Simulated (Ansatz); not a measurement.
# What RbSbS3 in P4_2/mmc, a phase reached by a soft mode distorts into, part 3 of 3

Aim: this structure of RbSbS3 in P4_2/mmc, a phase reached by a soft mode is to be tested for unstable modes, and one is followed downhill.

Ansatz 0.2.0; DFT PBEsol, scalar-relativistic, plane waves, PAW; PAW set soft_1.

So far. Step 4 (The mode frozen in, largest atomic shift 0.32 Å): The run ends at a pressure of 0.10 GPa, with forces up to 0.11 eV/Å. Step 5 (Energy along the mode, all amplitudes (two of the runs …): The lowest of the steps tried is at 0.32 Å, 3.42 meV/atom below the parent; the bottom of the well need not coincide with a step.

The structure was built from a prototype and need not be the compound's stable phase.

### Step 7. The new phase in its own primitive cell

The relaxed structure is symmetrised, reduced to its primitive cell and relaxed tightly, as its phonons need.

System of this step: RbSbS3 (model cell, started as cubic perovskite with Sb in the octahedra). It takes space group Amm2 (No. 38, orthorhombic). The conventional cell has a = 3.864 Å, b = 7.762 Å, c = 9.224 Å, α = 90.00°, β = 90.00°, γ = 90.00°. Nearest to Rb lie 11 S at 3.49 to 3.94 Å and 2 Rb at 3.86 Å. Nearest to Sb lie 4 S at 2.29 to 2.50 Å. S has 2 Sb at 2.50 Å and 3 Rb at 3.94 Å nearest. Nearest to S lie 1 Sb at 2.29 Å and 4 Rb at 3.49 to 3.67 Å. Farther neighbours and most contacts between anions are not listed.

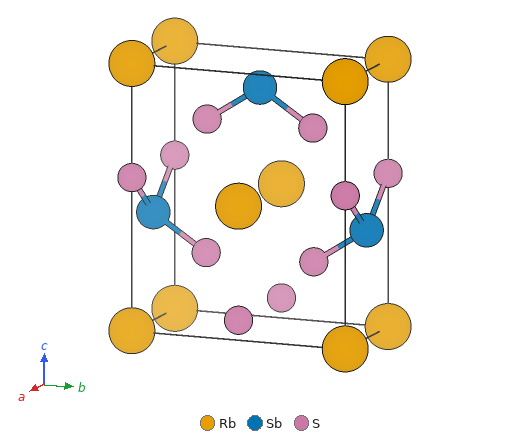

The cell of this step (rubidium orange, antimony blue, sulfur pink). Some periodic images of atoms are drawn too.

The input, input.yaml:

```yaml
crystal:
  lattice:
    - [3.8644183542, 0.0, 0.0]
    - [0.0, 3.8810669082, 4.6117589249]
    - [0.0, -3.8810669082, 4.6117589249]
  atoms:
    - { symbol: Rb, position: [0.0, 0.0016065565, 0.0016065565] }
    - { symbol: Sb, position: [0.5, 0.4035888931, 0.4035888931] }
    - { symbol: S, position: [0.0, 0.5747375108, 0.5747375108] }
    - { symbol: S, position: [0.5, 0.5165265514, 0.0211403232] }
    - { symbol: S, position: [0.5, 0.0211403232, 0.5165265514] }
kpoints:
  mp_grid: { grid: [10, 6, 6] }
hamiltonian:
  xc: pbesol
  pseudopotentials: { kind: paw, azcp: { folder: soft_1 }, xc_functional: pbe }
scf:
  occupations: { method: methfessel_paxton, width: 0.2 }
output:
  forces: true
  stress: true
  eigenvalues: true
relax:
  adjacent_minimum: "off"
  f_tol: 0.001
  max_steps: 60
  cell: { stress_tol: 0.01 }
```

On the command line:

```bash
> ansatz run input.yaml --threads 8 --pin off --max-ram 16384MiB --backend cpu --events-out ev --progress --plain --runs-dir out
```

Numbers of over 12 decimals in the logs are rounded to 6 here.

Output:

```text
[...]
Crystal: 5 atoms, lattice volume = 138.335 Å³
Basis set: ecut = 420 eV, 2687 PW (Γ), exchange–correlation on 54×90×90 points (8 copies of the dense FFT grid, shifted against one another)
Bands: 26, of which v1, the nominal top of the filled ones, is band 21 counted from 1 (20 counted from 0)
Symmetry: 4 space group operations
[...]
k-points: 78 of 360 (time reversal used)
[...]
cell:  # Å, volume = 138.3089 Å³
    - [3.862837, 1.0668364753439218e-19, 0]
    - [1.0714325834877453e-19, 3.880725, 4.613184]
    - [-1.0714325834877727e-19, -3.880725, 4.613184]
  atoms:
    - { symbol: Rb, position: [0, 0.00167954, 0.00167954] }
    - { symbol: Sb, position: [0.5, 0.403454, 0.403454] }
    - { symbol: S, position: [0, 0.574710, 0.574710] }
    - { symbol: S, position: [0.5, 0.516618, 0.021138] }
    - { symbol: S, position: [0.5, 0.021138, 0.516618] }
[key lines of the parts left out:]
SCF converged after 9 iterations
Free energy (F): -12281.978030 eV
Fermi energy:    5.114960 eV
P = ⅓ Tr σ = 0.0009 GPa (0.009 kbar)
```

It took 16 s on 8 threads of Arm Neoverse V2, shared host; peak memory 0.66 GiB.

Little changed from the start: no atom moved by 0.005 Å and no cell edge by 0.1 %.

Numbers from this step:

| Quantity | Value |
| --- | --- |
| pressure | 9.45e-4 GPa |
| volume per atom | 27.66 Å³ |

The largest force component left is 0.35 meV/Å and the pressure is 0.001 GPa, within the tolerances set. The cell now holds 27.66 Å³/atom.

### Step 8. Modes of the new phase

A relaxed structure may still be a saddle point, so its zone-centre modes are computed. No field response is asked, since the mesh shows no gap.

input.yaml, the sections that differ from step 7:

```yaml
crystal:
  lattice:
    - [3.8628366447, 0.0, 0.0]
    - [0.0, 3.8807253106, 4.6131835866]
    - [0.0, -3.8807253106, 4.6131835866]
  atoms:
    - { symbol: Rb, position: [0.0, 0.0016795367, 0.0016795367] }
    - { symbol: Sb, position: [0.5, 0.4034542579, 0.4034542579] }
    - { symbol: S, position: [0.0, 0.5747103374, 0.5747103374] }
    - { symbol: S, position: [0.5, 0.5166177267, 0.0211379763] }
    - { symbol: S, position: [0.5, 0.0211379763, 0.5166177267] }
output:
  eigenvalues: true
phonons:
  method: dfpt
# kpoints, hamiltonian, scf: as in step 7
# relax: removed
```

Output:

```text
[...]
Crystal: 5 atoms, lattice volume = 138.309 Å³
Basis set: ecut = 420 eV, 2687 PW (Γ), exchange–correlation on 54×90×90 points (8 copies of the dense FFT grid, shifted against one another)
Bands: 26, of which v1, the nominal top of the filled ones, is band 21 counted from 1 (20 counted from 0)
Symmetry: 4 space group operations
k-points: 120 of 360 (irreducible under 2 space group operations, time reversal used)
[...]
SCF iter   1: F=—  HF=-12283.773907 eV  |F-HF|=—  |Δ(HF+E_count)|=         —  Δρ=3.55e-2  dr2=4.41e0  ethr=3.10e-3  ⟨swp⟩=6.4  Hψ=16035  notcnv=0
[...]
SCF iter  12: F=-12281.978030 eV  HF=-12281.978030 eV  |F-HF|=7.28e-12  |Δ(HF+E_count)|=  1.82e-11  S|Δr|=    0.00e0  Δρ=2.47e-8  dr2=9.19e-13  ethr=1.00e-12  ⟨swp⟩=14.9  Hψ=21754  notcnv=0
SCF 1 converged in 12 iterations: F = -12281.978030 eV  dr2 = 9.19e-13
[...]
SCF converged after 12 iterations
[...]
Free energy (F): -12281.978030 eV
[...]
Internal energy: -12281.983040 eV  (E = F + TS)
E sigma→0 (E₀):  -12281.979283 eV
Entropy (-TS):   0.005010 eV (1.002 meV/atom)
Fermi energy:    5.114960 eV
[...]
--- Band table (eV; the first three rows and the last of 120) ---
  k-point 0: bands = [... 17 lower, 4.1153, 4.7937, 4.8717, 4.9822, 5.0106, 7.7841, 8.2729, 8.5827, ... 1 higher]
  k-point 1: bands = [... 17 lower, 4.1104, 4.5816, 4.8293, 5.0447, 5.2673, 7.9689, 8.4329, 8.8395, ... 1 higher]
  k-point 2: bands = [... 17 lower, 3.9641, 4.5232, 4.6174, 5.0361, 5.6252, 8.3412, 8.7418, 9.4282, ... 1 higher]
  k-point 119: bands = [... 17 lower, 3.9041, 4.3977, 4.5672, 4.8039, 5.5405, 7.3036, 7.8723, 9.9546, ... 1 higher]
[...]
ASR residual: 1.427e-4 → 0.000e0 eV/Å²; symmetrization residual: 3.018e-6 eV/Å²
  ASR residual per site (eV/Å²): 1.43e-4 1.88e-5 1.54e-5 1.11e-5 1.11e-5
  Γ frequencies (cm⁻¹): -41.99 0.00 0.00 0.00 44.17 44.25 63.74 65.30 77.94 133.01 149.45 199.60 300.77 385.47 399.42
[...]
```

Run time: 60 s. Hardware: 8 threads; peak memory 1.6 GiB.

Numbers from this step:

- sum-rule residual before enforcement: 1.43e-4 eV/Å²
- point group: mm2
- highest optical mode at the zone centre (no LO-TO term): 399.4 cm⁻¹
- lowest optical zone-centre mode: -41.99 cm⁻¹

Patterns of degenerate modes are one choice out of their space. The modes at Γ (shares of kinetic energy by element, %) (negative means imaginary):

| mode | frequency (cm⁻¹) | symmetry | Rb % | Sb % | S % |
| --- | --- | --- | --- | --- | --- |
| 1 | -42.0 | B2 | 13 | 1 | 86 |
| 2 | 0.0 | acoustic | 28 | 40 | 32 |
| 3 | 0.0 | acoustic | 28 | 40 | 32 |
| 4 | 0.0 | acoustic | 28 | 40 | 32 |
| 5 | 44.2 | B1 | 44 | 33 | 22 |
| 6 | 44.2 | A2 | 0 | 0 | 100 |
| 7 | 63.7 | A1 | 71 | 20 | 10 |
| 8 | 65.3 | B2 | 59 | 15 | 26 |
| 9 | 77.9 | B1 | 27 | 1 | 72 |
| 10 | 133.0 | B2 | 0 | 16 | 84 |
| 11 | 149.4 | A1 | 1 | 10 | 89 |
| 12 | 199.6 | B1 | 0 | 26 | 74 |
| 13 | 300.8 | A1 | 0 | 14 | 86 |
| 14 | 385.5 | A1 | 0 | 17 | 83 |
| 15 | 399.4 | B2 | 0 | 28 | 72 |

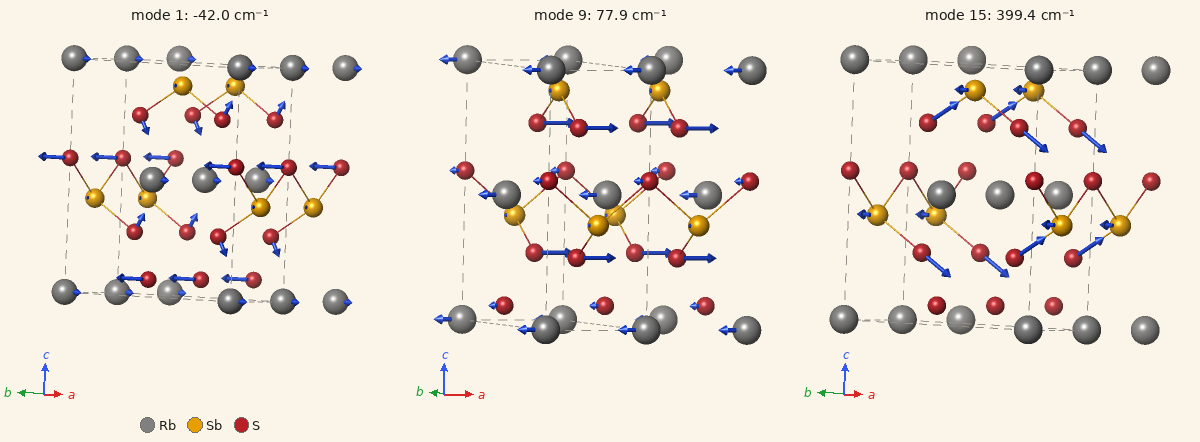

Displacement patterns of modes 1, 9 and 15 at Γ; arrows are exaggerated. 2×1×1 conventional cells are drawn. Some periodic images of atoms are drawn too.

Before it was imposed, the acoustic sum rule was missed by 1.4e-4 eV/Å². Small misses are needed for a sound result but don't prove that mesh and cutoff are converged. The lowest optical mode is imaginary, 42.0i cm⁻¹, so the energy falls along it.

### Step 9. The phases reached

The phases reached along the modes that were followed are set side by side.

Energies are those of the first relaxation, on the mesh of the frozen mode; space group, volume and gap are those of the last relaxation. Phases, by row:

| mode frozen in | space group | energy from parent (meV/atom) | volume (Å³/atom) | gap on mesh (eV) | lowest zone-centre optical mode (cm⁻¹) | largest shift (Å) |
| --- | --- | --- | --- | --- | --- | --- |
| parent | P4_2/mmc | 0 | 25.98 | 0 | – | – |
| q = (0, 0, 0), 54i cm⁻¹ | Pmm2 | -103.4 | 28.08 | 0 | 27.5 | 0.593 |
| q = (0, 0, 0), 54i cm⁻¹ | Amm2 | -94.64 | 27.66 | 0 | -42 | 0.922 |

### Step 10. What came out

- unstable mode of the parent: q = (0, 0, 0), 54i cm⁻¹
- depth at the lowest point sampled: 3.42 meV/atom
- largest atomic shift at that point: 0.32 Å
- space group reached (within 0.01 Å): Amm2
- energy gained over the parent (first relaxation, on the mesh of the frozen mode): 94.6 meV/atom
- volume per atom, phase reached: 27.7 Å³
- lowest optical zone-centre mode, phase reached: -42.0 cm⁻¹
- highest optical mode at the zone centre (no LO-TO term), phase reached: 399 cm⁻¹

What this shows: From this start the structure relaxes into Amm2, 94.6 meV/atom below the parent. At the parent's cell the well is 3.418 meV/atom deep on the steps tried, with its lowest point at a shift of 0.32 Å. Relaxing atoms and cell changes the gain by +91.22 meV/atom against the lowest step (energies at zero smearing). Most of the total comes from this relaxation. The frozen pattern makes up only 13 % of the final shifts of the atoms, so other modes or strain give most of the change. The new phase still has an imaginary mode at the zone centre of its cell, so it is a saddle point on the way to a lower structure. Of the 2 patterns followed to their end from this parent, this one ends 8.79 meV/atom above the lowest, Pmm2. Each path keeps the symmetry of its pattern, so a lower phase may lie along a pattern not tried. With no gap, or one that is small against the smearing, the frequencies hang on the k mesh and the smearing, most of all near Kohn anomalies. A semilocal functional can close a gap that the real compound would have, so the metallic treatment may be an artefact of the level. Spin-orbit coupling is left out, which can matter for the heavy elements here. The PAW files were made for PBE and serve the other functionals too. The starting cell was built on a prototype and not taken from a measurement, so the phase need not exist.

[Logs are printed without paths, hosts, clocks, repeated set-up lines and the standing remarks that a program may print on its own settings, such as how far it seeks lower states.]

[Hosts, paths, dates, database ids (printed as entryN), source tags and the programs' standing remarks are cut or masked in the printed files.]
